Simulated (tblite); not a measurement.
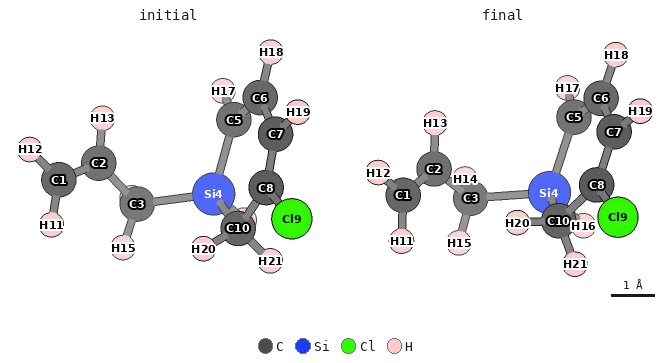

The structure of C8H11ClSi before (left) and after (right) a relaxation, at one scale.

A ball-and-stick model, seen from a free direction.

Theory: GFN2-xTB geometry optimisation, gas phase (tblite). 

> Summarise the run.

H21 moves most after the best rigid fit: 0.84 Å. By element the largest moves are H 0.84 Å, C 0.46 Å, Cl 0.21 Å, Si 0.10 Å. Among the contacts that change: C3–Si4 1.845 → 1.918 Å, C8–Cl9 1.812 → 1.743 Å, Si4–C10 1.843 → 1.908 Å, C7–C8 1.278 → 1.336 Å. Among the angles between lasting bonds that change: C5–C6–C7 118.2° → 125.5°, Si4–C5–C6 127.0° → 120.8°, C3–C2–H13 121.6° → 115.4°. Groups turn about C3–Si4 by about 25°. The energy falls by 15.3 kcal/mol in 142 geometry steps.
